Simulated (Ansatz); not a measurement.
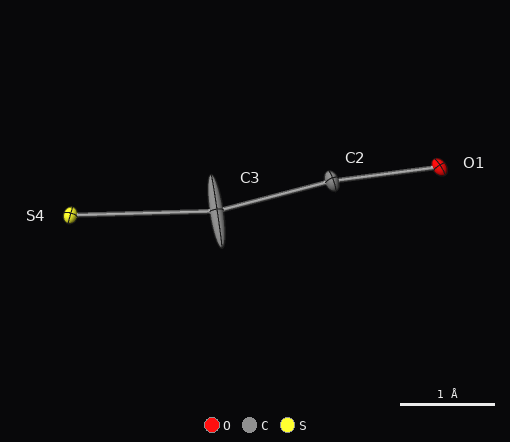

Displacement ellipsoids at the 50 % level, from the internal vibrations of the free molecule (harmonic, no overall translation or rotation; no half-axis is drawn under 0.075 Å). Vibrations computed with RKS PBE0-D4/def2-TZVP (Ansatz 0.2.0). Temperature: 298 K.

**Which atom moves most?**

C3, with U_eq = 0.0246 Å².

Give the displacement parameters, one line for each set of equivalent atoms.

```json
{"atom": "O1", "U_eq (Å²)": "0.0024", "rms amplitudes (Å)": "0.030, 0.038, 0.070"}
{"atom": "C2", "U_eq (Å²)": "0.0041", "rms amplitudes (Å)": "0.032, 0.072, 0.077"}
{"atom": "C3", "U_eq (Å²)": "0.0246", "rms amplitudes (Å)": "0.000, 0.027, 0.270"}
{"atom": "S4", "U_eq (Å²)": "0.0015", "rms amplitudes (Å)": "0.008, 0.019, 0.063"}
```
